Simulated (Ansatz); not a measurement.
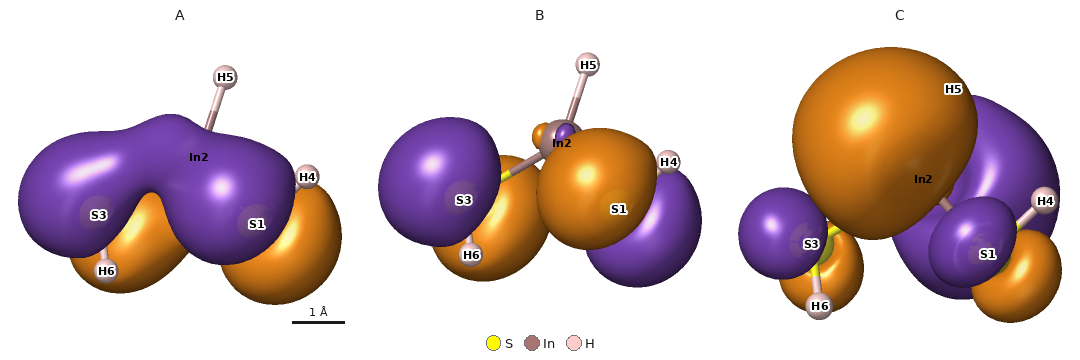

Figure. H$_{3}$InS$_{2}$. Three frontier orbitals at ±0.08 Å⁻³ᐟ² (orange and purple are the two phases), in no order.

Core potentials replace the inner electrons of In.

Theory: RKS B3LYP-D4/def2-SVP (Ansatz).

```yaml
atoms:
  - { symbol: S, position_ang: [-0.7353, -1.7695, 0.1122] }
  - { symbol: In, position_ang: [0.3053, 0.3409, -0.4866] }
  - { symbol: S, position_ang: [0.3176, 1.9414, 1.3308] }
  - { symbol: H, position_ang: [-0.5692, -2.3066, -1.1198] }
  - { symbol: H, position_ang: [0.9671, 0.7002, -2.0337] }
  - { symbol: H, position_ang: [-0.2855, 1.0935, 2.1972] }
```

Which picture is the HOMO−1, the HOMO and the LUMO?

Answer. A is the HOMO−1 (−7.38 eV). It lies mainly on S1 (about 45 %), S3 (about 35 %) and In2 (about 15 %); it changes sign across the molecular plane (π type); π-bonding across S1–In2 and In2–S3. B is the HOMO (−6.89 eV). Its weight (Hirshfeld) is mainly on S3 (about 50 %) and S1 (about 40 %); it changes sign across the molecular plane (π type). C is the LUMO (−1.57 eV). By Hirshfeld shares it lies mainly on In2 (about 75 %), S3 (about 10 %) and S1 (about 10 %); it changes sign across the molecular plane (π type).

What is the HOMO–LUMO gap?

Answer. 5.32 eV between the orbital energies.
